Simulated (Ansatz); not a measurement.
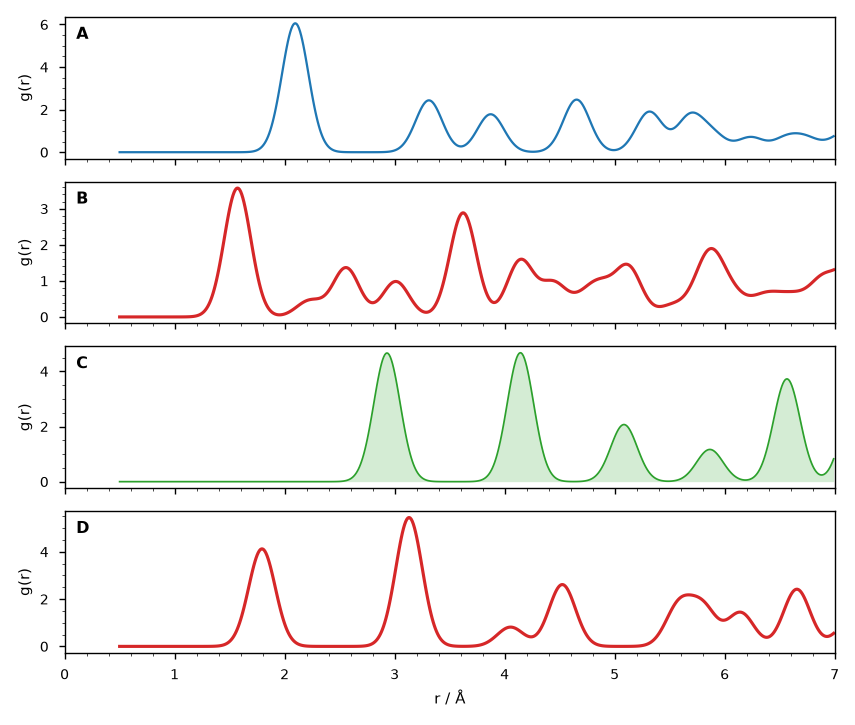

Partial pair correlation functions g(r) computed from the static structure of H₆PtC₂, each distance broadened by a Gaussian of σ = 0.12 Å. It is based on coordinates from a relaxation with Ansatz 0.2.0, DFT PBE, scalar-relativistic, plane waves, PAW; the starting structure was generated, so it need not be a known form of this composition.

```cif
data_structure
_symmetry_space_group_name_H-M 'P 1'
_symmetry_Int_Tables_number 1
_cell_length_a 5.8731
_cell_length_b 5.8731
_cell_length_c 5.8731
_cell_angle_alpha 90.000
_cell_angle_beta 90.000
_cell_angle_gamma 90.000
_cell_volume 202.58
loop_
_atom_site_label
_atom_site_type_symbol
_atom_site_fract_x
_atom_site_fract_y
_atom_site_fract_z
_atom_site_occupancy
H1 H 0.30896 0.00000 0.00000 1
H2 H 0.50000 0.80896 0.00000 1
H3 H 0.69104 0.00000 0.00000 1
H4 H 0.50000 0.19104 0.00000 1
H5 H 0.50000 0.00000 0.80896 1
H6 H 0.00000 0.00000 0.69104 1
Pt1 Pt 0.00000 0.00000 0.00000 1
C1 C 0.25000 0.75000 0.75000 1
C2 C 0.25000 0.25000 0.75000 1
H7 H 0.30896 0.50000 0.50000 1
H8 H 0.50000 0.30896 0.50000 1
H9 H 0.69104 0.50000 0.50000 1
H10 H 0.50000 0.69104 0.50000 1
H11 H 0.50000 0.50000 0.30896 1
H12 H 0.00000 0.50000 0.19104 1
Pt2 Pt 0.00000 0.50000 0.50000 1
C3 C 0.25000 0.25000 0.25000 1
C4 C 0.25000 0.75000 0.25000 1
H13 H 0.80896 0.00000 0.50000 1
H14 H 0.00000 0.80896 0.50000 1
H15 H 0.19104 0.00000 0.50000 1
H16 H 0.00000 0.19104 0.50000 1
H17 H 0.00000 0.00000 0.30896 1
H18 H 0.50000 0.00000 0.19104 1
Pt3 Pt 0.50000 0.00000 0.50000 1
C5 C 0.75000 0.75000 0.25000 1
C6 C 0.75000 0.25000 0.25000 1
H19 H 0.80896 0.50000 0.00000 1
H20 H 0.00000 0.30896 0.00000 1
H21 H 0.19104 0.50000 0.00000 1
H22 H 0.00000 0.69104 0.00000 1
H23 H 0.00000 0.50000 0.80896 1
H24 H 0.50000 0.50000 0.69104 1
Pt4 Pt 0.50000 0.50000 0.00000 1
C7 C 0.75000 0.25000 0.75000 1
C8 C 0.75000 0.75000 0.75000 1
```

### Which pair of elements belongs to which panel?

panel A is H–C (first distance 2.11 Å); panel B is H–H (first distance 1.59 Å); panel C is C–C (first distance 2.94 Å); panel D is H–Pt (first distance 1.81 Å).

### Give the first two coordination shells of each pair (distances closer than 0.12 Å counted as one shell; neighbours averaged over all atoms of the first element).

```json
{"pair": "H–C", "first shell (Å)": "2.11", "neighbours in it": "4 C per H", "second shell (Å)": "3.32", "neighbours in the second": "4"}
{"pair": "H–H", "first shell (Å)": "1.59", "neighbours in it": "4 H per H", "second shell (Å)": "2.24", "neighbours in the second": "1"}
{"pair": "C–C", "first shell (Å)": "2.94", "neighbours in it": "6 C per C", "second shell (Å)": "4.15", "neighbours in the second": "12"}
{"pair": "H–Pt", "first shell (Å)": "1.81", "neighbours in it": "1 Pt per H", "second shell (Å)": "3.14", "neighbours in the second": "4"}
```
